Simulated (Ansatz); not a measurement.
## Geometry relaxation, with input and output: C₂H₇FN₂Si (part 1 of 2)

System: C₂H₇FN₂Si, SMILES CC1(F)N[SiH]1N.
Method: RKS BLYP-D4/6-31G* (Ansatz 0.2.0).

It belongs to a series of runs on one base structure; here: end point B relaxed.

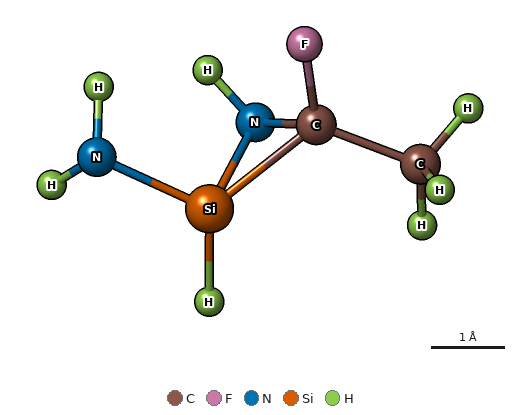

Fig. 1: The starting structure (ball-and-stick view, seen at a tilt).

## Results in brief

```json
{"quantity": "outcome", "value": "converged"}
{"quantity": "total energy", "value": "−15759.7345 eV"}
{"quantity": "mean-field energy", "value": "−15759.1202 eV"}
{"quantity": "largest force (length of the vector) at the end", "value": "0.009 eV/Å"}
{"quantity": "hardware", "value": "2 threads of Intel Xeon @ 2.50GHz (Skylake/Cascade Lake), 128 GiB of memory available, shared host"}
{"quantity": "wall time", "value": "52 s (CPU time 97 s)"}
{"quantity": "peak memory", "value": "0.17 GiB"}
```

## Input
```yaml
crystal:
  periodic: [false, false, false]
  atoms:
    - { symbol: C, position_ang: [0.4873, -1.8713, 0.7745] }
    - { symbol: C, position_ang: [0.5543, -0.3889, 0.4067] }
    - { symbol: F, position_ang: [1.3063, 0.3878, 1.2464] }
    - { symbol: "N", position_ang: [0.6696, 0.0097, -0.9808] }
    - { symbol: Si, position_ang: [-0.9008, 0.4648, -0.3795] }
    - { symbol: "N", position_ang: [-0.734, 2.1329, -0.6988] }
    - { symbol: H, position_ang: [1.4642, -2.267, 0.8461] }
    - { symbol: H, position_ang: [-0.0862, -2.3965, 0.0218] }
    - { symbol: H, position_ang: [-0.0454, -1.921, 1.7789] }
    - { symbol: H, position_ang: [1.129, 0.8586, -1.0761] }
    - { symbol: H, position_ang: [-1.88, -0.201, -1.2265] }
    - { symbol: H, position_ang: [-1.07609, 2.34063, -1.6078] }
    - { symbol: H, position_ang: [0.21961, 2.39013, -0.74921] }
basis:
  gaussian: { orbitals: "6-31G*" }
hamiltonian:
  xc: blyp
  dispersion: d4
relax:
  f_tol: 0.015
  max_steps: 40
```

Run as:
```bash
ansatz run input.yaml --threads 2 --pin off --max-ram 3072MiB --backend cpu --events-out ev --progress --plain --runs-dir out
```

## The program's output
```
The last accepted step is kept in [file] (removed where the run ends without a failure and the disk answers)
Engine: ansatz 0.2.0, x86_64-unknown-linux-gnu
Functional definition: BLYP
  parameter beta = 0.0042
  parameter a = 0.04918
  parameter b = 0.132
  parameter c = 0.2533
  parameter d = 0.349
  exchange = b88_x(beta = beta)
  correlation = lyp_c(a = a, b = b, c = c, d = d)
1332 factors; their error is unknown
mean field evaluation 1: about -15738.1743 eV, gradient 9.6e1 eV
mean field evaluation 2: about -15669.6765 eV, gradient 1.7e2 eV
mean field evaluation 4: about -15756.8586 eV, gradient 1.7e1 eV
mean field evaluation 8: about -15757.4422 eV, gradient 2.8e-1 eV
mean field evaluation 16: about -15757.3455 eV, gradient 5.8e-4 eV
mean field -15757.34545779 eV, -579.0717648613 hartree, gradient 3.0e-5 eV, S^2 0.000000; 0 other end points of the search recorded, 0 dependent functions left out
the calculation of the forces begins
reference -15757.34575553 eV, -579.0717758032 hartree; 28, 28 occupied and 80, 80 virtual orbitals, 1332 factors
relax step   1: F+E_penalty+E_count = -15757.99280509 eV  Δ(F+E_penalty+E_count) = +0.000e0 eV  max|allowed force component| = 4.421e0 eV/Å  Δτ_max = 0.0000 Å  (32 SCF iters, accepted)
these checks for a lower state are left out or cut short: starts, cluster_reference, orbital_swaps, neighbouring_geometries, increment
1332 factors; their error is unknown
mean field -15758.26347129 eV, -579.1055012354 hartree, gradient 2.6e-5 eV, S^2 0.000000; 0 other end points of the search recorded, 0 dependent functions left out
[... from here on the field's lines of each further geometry are left out, up to the last ...]
relax step   2: F+E_penalty+E_count = -15758.89769827 eV  Δ(F+E_penalty+E_count) = -9.049e-1 eV  max|allowed force component| = 1.214e0 eV/Å  Δτ_max = 0.1950 Å  (31 SCF iters, accepted)
relax step   3: F+E_penalty+E_count = -15759.24008556 eV  Δ(F+E_penalty+E_count) = -3.424e-1 eV  max|allowed force component| = 5.932e-1 eV/Å  Δτ_max = 0.1949 Å  (31 SCF iters, accepted)
relax step   4: F+E_penalty+E_count = -15759.42339912 eV  Δ(F+E_penalty+E_count) = -1.833e-1 eV  max|allowed force component| = 5.048e-1 eV/Å  Δτ_max = 0.1998 Å  (31 SCF iters, accepted)
relax step   5: F+E_penalty+E_count = -15759.54757439 eV  Δ(F+E_penalty+E_count) = -1.242e-1 eV  max|allowed force component| = 4.756e-1 eV/Å  Δτ_max = 0.1988 Å  (29 SCF iters, accepted)
relax step   6: F+E_penalty+E_count = -15759.61061603 eV  Δ(F+E_penalty+E_count) = -6.304e-2 eV  max|allowed force component| = 7.216e-1 eV/Å  Δτ_max = 0.1935 Å  (30 SCF iters, accepted)
relax step   7: F+E_penalty+E_count = -15759.65483752 eV  Δ(F+E_penalty+E_count) = -4.422e-2 eV  max|allowed force component| = 6.460e-1 eV/Å  Δτ_max = 0.1323 Å  (31 SCF iters, accepted)
relax step   8: F+E_penalty+E_count = -15759.69282400 eV  Δ(F+E_penalty+E_count) = -3.799e-2 eV  max|allowed force component| = 6.293e-1 eV/Å  Δτ_max = 0.2000 Å  (30 SCF iters, accepted)
relax step   9: F+E_penalty+E_count = -15759.71599503 eV  Δ(F+E_penalty+E_count) = -2.317e-2 eV  max|allowed force component| = 7.331e-1 eV/Å  Δτ_max = 0.0794 Å  (31 SCF iters, accepted)
relax step  10: F+E_penalty+E_count = -15759.72830483 eV  Δ(F+E_penalty+E_count) = -1.231e-2 eV  max|allowed force component| = 2.510e-1 eV/Å  Δτ_max = 0.0372 Å  (32 SCF iters, accepted)
relax step  11: F+E_penalty+E_count = -15759.73225994 eV  Δ(F+E_penalty+E_count) = -3.955e-3 eV  max|allowed force component| = 1.067e-1 eV/Å  Δτ_max = 0.0738 Å  (31 SCF iters, accepted)
relax step  12: F+E_penalty+E_count = -15759.73362410 eV  Δ(F+E_penalty+E_count) = -1.364e-3 eV  max|allowed force component| = 5.815e-2 eV/Å  Δτ_max = 0.0248 Å  (32 SCF iters, accepted)
relax step  13: F+E_penalty+E_count = -15759.73393528 eV  Δ(F+E_penalty+E_count) = -3.112e-4 eV  max|allowed force component| = 4.042e-2 eV/Å  Δτ_max = 0.0199 Å  (32 SCF iters, accepted)
relax step  14: F+E_penalty+E_count = -15759.73418202 eV  Δ(F+E_penalty+E_count) = -2.467e-4 eV  max|allowed force component| = 1.826e-2 eV/Å  Δτ_max = 0.0161 Å  (32 SCF iters, accepted)
the calculation of the forces begins
reference -15759.12018963 eV, -579.1369850536 hartree; 28, 28 occupied and 80, 80 virtual orbitals, 1332 factors
relax step  15: F+E_penalty+E_count = -15759.73422771 eV  Δ(F+E_penalty+E_count) = -4.568e-5 eV  max|allowed force component| = 5.519e-3 eV/Å  Δτ_max = 0.0036 Å  (34 SCF iters, accepted)
1332 factors; their error is unknown
mean field evaluation 128: about -15741.4395 eV, gradient 9.3e1 eV
```

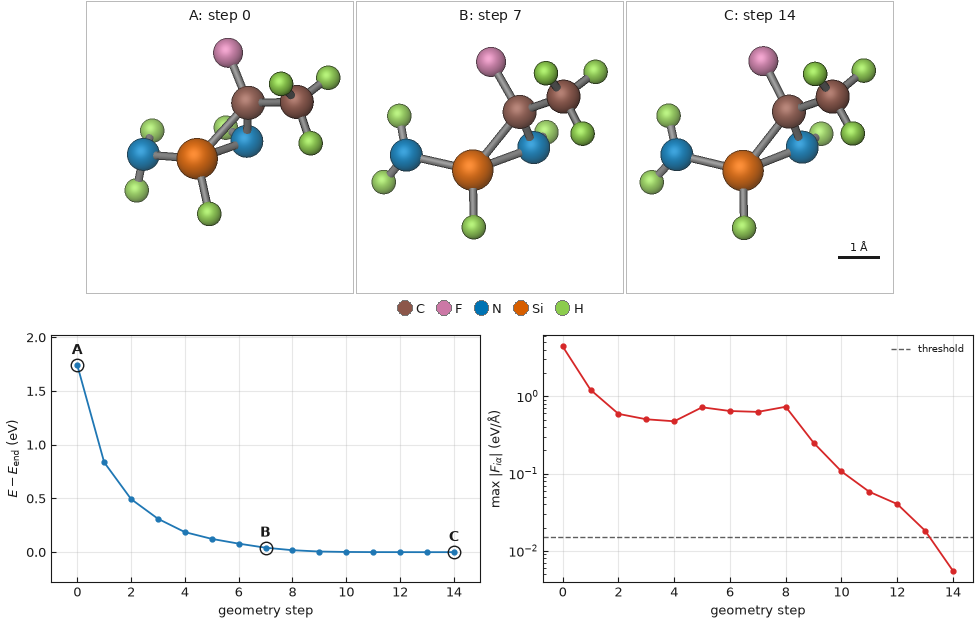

Fig. 2: Frames of the relaxation (ball-and-stick view, seen at a tilt) above the curves, on which the letters mark them (the first geometry is step 0 here and step 1 in the log).

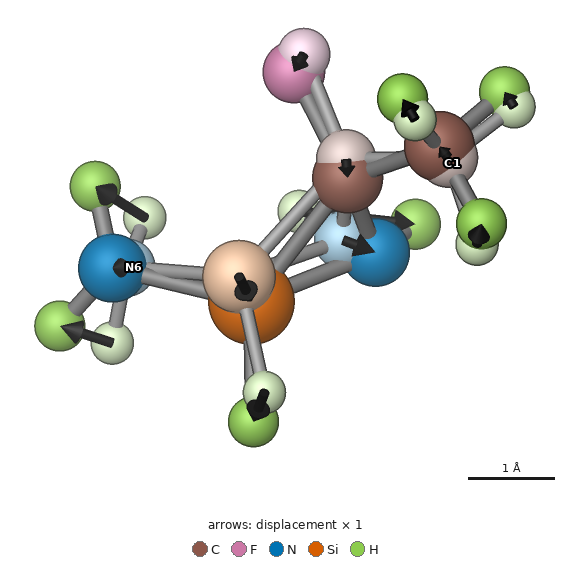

Fig. 3: Start (faint) and end (solid) with the displacements as black arrows, at true length (ball-and-stick view, seen at a tilt). The two geometries are laid on each other by the best rigid fit. After 14 geometry steps the energy has fallen by 1.741 eV. Largest force component: 4.4 eV/Å at the start, 0.0055 eV/Å at the end. H10 moves most after the best rigid fit: 1.38 Å. Largest moves by element: H 1.38 Å, Si 0.56 Å, N 0.41 Å, F 0.26 Å, C 0.22 Å. Among the contacts that change: C2–F3 1.369 → 1.453 Å, N4–H10 0.970 → 1.025 Å, C1–H7 1.056 → 1.106 Å, C1–H9 1.138 → 1.102 Å. Among the angles that change: Si5–N4–H10 103.4° → 148.1°, N4–Si5–N6 95.9° → 127.4°, C1–C2–Si5 120.8° → 138.0°. (Atoms are counted from 1 in the order of the input.)

```
mean field -15759.11987514 eV, -579.1369734961 hartree, gradient 1.5e-5 eV, S^2 0.000000; 1 other end points of the search recorded, 0 dependent functions left out
the calculation of the forces begins
reference -15759.12018963 eV, -579.1369850536 hartree; 28, 28 occupied and 80, 80 virtual orbitals, 1332 factors
Total energy: -15759.73454220 eV, -579.1595620942 hartree
Atom 0 at     0.507882    -1.770355     0.918963 Å, force     0.000796     0.000354     0.001421 eV/Å
Atom 1 at     0.443983    -0.424820     0.225536 Å, force     0.002420    -0.005519     0.003429 eV/Å
Atom 2 at     1.185177     0.513227     1.051168 Å, force     0.000949     0.000725     0.001022 eV/Å
Atom 3 at     0.784873    -0.326135    -1.185037 Å, force     0.001035    -0.001031     0.000792 eV/Å
Atom 4 at    -0.717531     0.499807    -0.911908 Å, force    -0.004903     0.005032    -0.005351 eV/Å
Atom 5 at    -0.946351     2.175730    -0.566415 Å, force     0.004566    -0.001005     0.000360 eV/Å
Atom 6 at     1.557999    -2.111537     0.986828 Å, force    -0.000942    -0.000189    -0.000254 eV/Å
Atom 7 at    -0.068154    -2.519576     0.355182 Å, force     0.000234     0.000819     0.000774 eV/Å
Atom 8 at     0.101682    -1.702004     1.940713 Å, force     0.000600    -0.000577    -0.001401 eV/Å
Atom 9 at     1.750443    -0.284814    -1.525753 Å, force    -0.000307     0.000950    -0.000240 eV/Å
Atom 10 at    -1.876416     0.036012    -1.722907 Å, force    -0.001035     0.000736    -0.000328 eV/Å
Atom 11 at    -1.349887     2.816015    -1.250273 Å, force    -0.000731    -0.001312     0.000861 eV/Å
Atom 12 at    -0.265880     2.637311     0.039592 Å, force    -0.002682     0.001017    -0.001084 eV/Å
Dipole moment:    -0.026839     0.212836    -0.258617 e Å
```

## Trajectory as extended XYZ (Å, eV, eV/Å), 15 frames, from step=1 to step=15
```
13
Properties=species:S:1:pos:R:3:forces:R:3 step=1 energy=-15757.99280
C     0.4873   -1.8713    0.7745   -1.3813   1.6075   1.2805
C     0.5543   -0.3889    0.4067   -0.4755  -0.0787  -0.3155
F     1.3063    0.3878    1.2464    0.7317   0.1679   1.0542
N     0.6696    0.0097   -0.9808    0.6979  -4.4211  -0.5907
Si   -0.9008    0.4648   -0.3795   -1.1196  -0.3348  -0.2140
N    -0.7340    2.1329   -0.6988   -1.6956   1.6163   1.0983
H     1.4642   -2.2670    0.8461    1.5356  -0.7922   0.1325
H    -0.0862   -2.3965    0.0218   -0.2837  -0.3243  -0.3274
H    -0.0454   -1.9210    1.7789    0.5747  -0.2665  -0.8988
H     1.1290    0.8586   -1.0761    1.9176   1.8339  -0.2819
H    -1.8800   -0.2010   -1.2265   -0.9739  -0.1596  -0.1609
H    -1.0761    2.3406   -1.6078   -0.9630   0.4485  -1.2344
H     0.2196    2.3901   -0.7492    1.4351   0.7032   0.4580
13
Properties=species:S:1:pos:R:3:forces:R:3 step=2 energy=-15758.89770
C     0.4898   -1.8591    0.8058   -0.5621   0.6290   0.5880
C     0.5378   -0.3884    0.4159   -0.4751  -0.2700   0.0186
F     1.3201    0.3755    1.2651    0.3104   0.1703   0.4702
N     0.7303   -0.1136   -0.9989    0.3475  -1.2142  -0.5951
Si   -0.8796    0.4672   -0.4794   -0.0249  -0.1711  -0.3373
N    -0.8006    2.1923   -0.6912   -0.5494   0.5001   0.2234
H     1.4929   -2.2751    0.8681    0.5048  -0.2189   0.0031
H    -0.0864   -2.3991    0.0479   -0.0474  -0.1617  -0.0654
H    -0.0246   -1.9491    1.7885    0.2428  -0.1365  -0.2669
H     1.2699    0.7337   -1.1268    0.8115   0.2626  -0.1464
H    -1.9638   -0.1945   -1.2470   -0.3714   0.1099   0.0836
H    -1.1441    2.4359   -1.6160   -0.3870   0.2527  -0.3227
H     0.1660    2.5131   -0.6763    0.2004   0.2478   0.3469
13
Properties=species:S:1:pos:R:3:forces:R:3 step=3 energy=-15759.24009
C     0.4810   -1.8486    0.8364    0.0497   0.0648  -0.0540
C     0.5252   -0.3960    0.3976   -0.5932  -0.1605   0.1356
F     1.3090    0.3754    1.2627    0.0958   0.1437   0.0650
N     0.7955   -0.2035   -1.0415    0.0141   0.0694  -0.3838
Si   -0.8361    0.4620   -0.5935    0.4376   0.0183  -0.1436
N    -0.8626    2.2212   -0.6828    0.0743  -0.0784  -0.0949
H     1.5042   -2.2623    0.8789    0.0416  -0.0030   0.0165
H    -0.0890   -2.4225    0.0889    0.0155  -0.0425   0.0780
H    -0.0039   -1.9577    1.8172    0.0213   0.0144   0.0725
H     1.4144    0.6135   -1.1784    0.2479  -0.3353  -0.0540
H    -2.0300   -0.1661   -1.2478    0.0626   0.1490   0.0974
H    -1.1906    2.5174   -1.6109   -0.0927   0.1380   0.0965
H     0.0907    2.6061   -0.5712   -0.3744   0.0222   0.1687
```
